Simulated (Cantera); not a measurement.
Charge: 1 mol MgCl2, 0.15 mol HCl, 1.5 mol N2, equilibrated at 20.0 Pa.

These are equilibrium values from Cantera (NASA tables, ideal gas, pure condensed phases), not measurements of a reactor. Candidate condensed phases: Mg, MgCl2, NH4Cl; 18 gas species. Equilibrium is a limit: real reactors are often held back by kinetics, nucleation or transport.

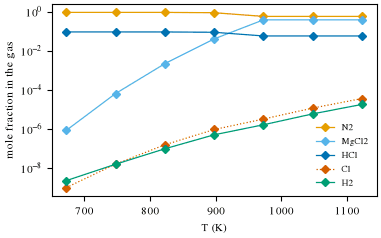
Figure: Equilibrium gas composition (values under 1e-9 drawn at 1e-9)

Task: Read off the mole fractions at 898 K.

Result: N2 about 0.87, HCl about 0.087, MgCl2 about 0.040, Cl about 9.3e-7, H2 about 5.0e-7.
